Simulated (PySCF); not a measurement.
# C₇H₁₀B₂: magnetic properties

Wanted: magnetic properties for C₇H₁₀B₂ (`BC1=C/CB\C=C/C=C\1`).

Programs: PySCF 2.14.0, with routines of our own; each step states its level. All values are computed. Atoms count from 0.

## (1) The starting structure

19 atoms, charge 0, multiplicity 1; geometry from: GFN2-xTB.

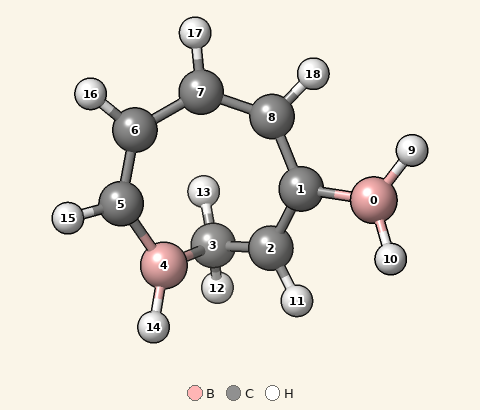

The starting geometry (boron pink, carbon grey, hydrogen white).

## (2) Magnetic properties: GIAO BHandHLYP/pcSseg-1

The job: settings as JSON, then the geometry in Å.

```
{"job": {"kind": "mag", "xc": "BHandHLYP", "basis": "pcSseg-1", "isotopologues": 0}, "charge": 0, "multiplicity": 1}
B      2.683750     0.509903     0.467582
C      1.271584     0.205259    -0.072489
C      0.803906    -1.095298    -0.008179
C     -0.345336    -1.637863    -0.717581
B     -1.043234    -1.351210     0.701422
C     -1.899461    -0.112699     0.802942
C     -1.838644     1.049306     0.086300
C     -0.773319     1.586237    -0.673880
C      0.556722     1.268765    -0.696441
H      3.270698     1.454091     0.103853
H      3.173696    -0.210916     1.247856
H      1.420976    -1.809520     0.522382
H     -0.245134    -2.680754    -0.993555
H     -0.699099    -1.025115    -1.538419
H     -1.043162    -2.182418     1.528090
H     -2.773005    -0.189088     1.446059
H     -2.693332     1.718175     0.149774
H     -1.032016     2.501232    -1.198246
H      1.194607     2.011163    -1.164932
```

With the program's defaults for keys left out, this is: GIAO BHandHLYP/pcSseg-1 magnetisability, rotational g tensor and spin-rotation constants, non-relativistic, gas phase.

The run is started by

```
$ OMP_NUM_THREADS=1 python excited_run.py task.json out
```

One launch serves the whole session: the jobs run in the order shown.

Output:

```text
coarse grid: 15976 points
cycle   1  E = -322.0603638278  dE =  1.647e+00  |g| = 3.521e-01  |ddm| = 3.995e+00
cycle   2  E = -322.0881129611  dE = -2.775e-02  |g| = 2.452e-01  |ddm| = 7.232e-01
cycle   3  E = -322.1026561164  dE = -1.454e-02  |g| = 8.586e-02  |ddm| = 3.139e-01
cycle   4  E = -322.1045331044  dE = -1.877e-03  |g| = 3.513e-02  |ddm| = 1.156e-01
cycle   5  E = -322.1048851018  dE = -3.520e-04  |g| = 5.850e-03  |ddm| = 4.128e-02
cycle   6  E = -322.1048966417  dE = -1.154e-05  |g| = 2.398e-03  |ddm| = 8.122e-03
cycle   7  E = -322.1048994695  dE = -2.828e-06  |g| = 9.296e-04  |ddm| = 3.843e-03
final grid: 154592 points
cycle   8  E = -322.1513669024  dE = -2.678e-05  |g| = 3.864e-03  |ddm| = 2.337e-02
cycle   9  E = -322.1513680016  dE = -1.099e-06  |g| = 3.552e-03  |ddm| = 7.243e-03
cycle  10  E = -322.1513712698  dE = -3.268e-06  |g| = 3.471e-04  |ddm| = 3.498e-03
cycle  11  E = -322.1513713103  dE = -4.045e-08  |g| = 2.158e-04  |ddm| = 5.490e-04
cycle  12  E = -322.1513713285  dE = -1.822e-08  |g| = 5.812e-05  |ddm| = 2.943e-04
cycle  13  E = -322.1513713312  dE = -2.705e-09  |g| = 2.423e-05  |ddm| = 1.383e-04
cycle  14  E = -322.1513713317  dE = -5.371e-10  |g| = 1.570e-05  |ddm| = 6.903e-05
converged SCF energy = -322.1513713317

Magnetisability tensor (1e-30 J/T^2)
    -1062.12      -45.63     -206.84
      -45.63     -998.00     -361.24
     -206.84     -361.24    -2095.74
isotropic -1385.29   principal values   -2241.78  -1026.04   -888.05
isotropic susceptibility -83.424 1e-6 cm^3/mol

Inertial axes            a          b          c
rot. const./GHz      2.4138     1.6948     1.1876
chi total           -62.889    -54.597   -132.786
chi diamagnetic    -629.807   -826.119  -1134.624
chi paramagnetic    566.918    771.522   1001.838
quadrupole/D A       -1.291      4.459     -3.168
g nuclear            0.6027     0.5768     0.5788
g electronic        -0.6429    -0.6143    -0.5590
g total             -0.0402    -0.0376     0.0198

Spin-rotation constants (kHz, H = +C I.J)
atom  isotope        aa         bb         cc
  0    11B        0.949      0.598      0.313
  4    11B        0.491      0.471      0.311
  9     1H       -0.047      0.041     -0.104
 10     1H       -0.153      0.015     -0.039
 11     1H       -0.143      0.041     -0.089
 12     1H       -0.260      0.045     -0.078
 13     1H       -0.250     -0.063     -0.129
 14     1H       -0.227      0.032     -0.056
 15     1H        0.150     -0.166     -0.039
 16     1H        0.072     -0.036     -0.105
 17     1H       -0.240      0.121     -0.077
 18     1H       -0.046      0.018     -0.088
  1    13C*       1.069      0.871      0.194
  2    13C*       0.846      0.702      0.285
  3    13C*       0.422      0.458      0.140
  5    13C*       1.087      0.710      0.309
  6    13C*       1.180      0.636      0.195
  7    13C*       0.824      0.735      0.225
  8    13C*       0.950      0.746      0.205
* in the singly substituted isotopologue
```

Run time: 66 s. Hardware: 1 thread of Arm Neoverse N1, shared host; peak memory 1 GiB.

Key values:

```csv
quantity,value
magnetisability,-1385·10⁻³⁰ J/T²
molar susceptibility,-83.4·10⁻⁶ cm³/mol
"rotational g (a, b, c)","-0.0402, -0.0376, 0.0198"
```

## (3) Magnetic properties: common gauge origin OLYP/6-31G

The job, as its differences from that of step 2:

```diff
@@ -1,2 +1,2 @@
-{"job": {"kind": "mag", "xc": "BHandHLYP", "basis": "pcSseg-1", "isotopologues": 0}, "charge": 0, "multiplicity": 1}
+{"job": {"kind": "mag", "xc": "OLYP", "basis": "6-31G", "gauge": [0, 0, 0]}, "charge": 0, "multiplicity": 1}
 B      2.683750     0.509903     0.467582
```

Level: common gauge origin OLYP/6-31G magnetisability, rotational g tensor and spin-rotation constants, non-relativistic, gas phase.

Output:

```text
coarse grid: 15976 points
cycle   1  E = -322.2104497746  dE =  9.673e-01  |g| = 5.193e-01  |ddm| = 4.278e+00
cycle   2  E = -322.1121533414  dE =  9.830e-02  |g| = 7.580e-01  |ddm| = 1.813e+00
cycle   3  E = -322.2788781811  dE = -1.667e-01  |g| = 2.291e-01  |ddm| = 1.303e+00
cycle   4  E = -322.2961754984  dE = -1.730e-02  |g| = 8.042e-02  |ddm| = 4.031e-01
cycle   5  E = -322.2982206351  dE = -2.045e-03  |g| = 2.290e-02  |ddm| = 1.311e-01
cycle   6  E = -322.2983519669  dE = -1.313e-04  |g| = 8.754e-03  |ddm| = 3.379e-02
cycle   7  E = -322.2983717796  dE = -1.981e-05  |g| = 3.126e-03  |ddm| = 1.495e-02
cycle   8  E = -322.2983749411  dE = -3.162e-06  |g| = 8.315e-04  |ddm| = 4.754e-03
final grid: 154592 points
cycle   9  E = -322.1902741937  dE = -6.907e-05  |g| = 1.190e-02  |ddm| = 4.704e-02
cycle  10  E = -322.1902468538  dE =  2.734e-05  |g| = 1.508e-02  |ddm| = 4.063e-02
cycle  11  E = -322.1903163820  dE = -6.953e-05  |g| = 2.977e-03  |ddm| = 2.617e-02
cycle  12  E = -322.1903190626  dE = -2.681e-06  |g| = 1.039e-03  |ddm| = 4.905e-03
cycle  13  E = -322.1903194250  dE = -3.624e-07  |g| = 2.054e-04  |ddm| = 1.630e-03
cycle  14  E = -322.1903194374  dE = -1.242e-08  |g| = 8.195e-05  |ddm| = 3.668e-04
cycle  15  E = -322.1903194395  dE = -2.039e-09  |g| = 2.919e-05  |ddm| = 1.522e-04
cycle  16  E = -322.1903194398  dE = -3.089e-10  |g| = 9.221e-06  |ddm| = 5.015e-05
converged SCF energy = -322.1903194398

Magnetisability tensor (1e-30 J/T^2)
    -5522.65       39.05     -193.54
       39.05    -7677.33      731.60
     -193.54      731.60    -9044.70
isotropic -7414.89   principal values   -9372.03  -7360.61  -5512.05
isotropic susceptibility -446.535 1e-6 cm^3/mol

Inertial axes            a          b          c
rot. const./GHz      2.4138     1.6948     1.1876
chi total          -332.469   -479.953   -527.185
chi diamagnetic    -626.498   -823.334  -1132.633
chi paramagnetic    294.029    343.381    605.448
quadrupole/D A       -2.335      4.307     -1.972
g nuclear            0.6027     0.5768     0.5788
g electronic        -0.3334    -0.2734    -0.3378
g total              0.2692     0.3034     0.2410

Spin-rotation constants (kHz, H = +C I.J)
atom  isotope        aa         bb         cc
  0    11B        0.707      0.538      0.275
  4    11B        0.240      0.175      0.159
  9     1H       -0.138      0.659      0.296
 10     1H       -0.139      0.605      0.088
 11     1H        0.259     -0.188      0.091
 12     1H        0.874     -0.052      0.313
 13     1H       -0.962     -0.151     -0.736
 14     1H        0.289     -0.122      0.110
 15     1H       -0.049      1.039      0.311
 16     1H        0.363      0.653      0.437
 17     1H        1.344     -0.203      0.264
 18     1H        0.681     -0.063      0.076
  1    13C*       0.560      0.558     -0.017
  2    13C*       0.444      0.380      0.087
  3    13C*       0.201      0.244      0.058
  5    13C*       0.632      0.555      0.136
  6    13C*       0.737      0.447      0.065
  7    13C*       0.682      0.365      0.062
  8    13C*       0.657      0.408      0.014
* in the singly substituted isotopologue
```

It took 30 s on 1 thread of Arm Neoverse N1, shared host; peak memory 0.46 GiB.

The run ended normally, but its values are not to be used for the molecule: a common gauge origin replaces GIAOs, so the magnetic properties depend on where the origin lies.

## (4) Outcome

| quantity | value |
| --- | --- |
| magnetisability (step 2, GIAO BHandHLYP/pcSseg-1) | -1385·10⁻³⁰ J/T² |
| molar susceptibility (step 2, GIAO BHandHLYP/pcSseg-1) | -83.4·10⁻⁶ cm³/mol |
| rotational g (a, b, c) (step 2, GIAO BHandHLYP/pcSseg-1) | -0.0402, -0.0376, 0.0198 |
| runs | 0 failed, 1 ended on unsound input |

**Reading.** The values above hold for this geometry and these levels alone. Vibrational averaging and real surroundings are missing from these values.
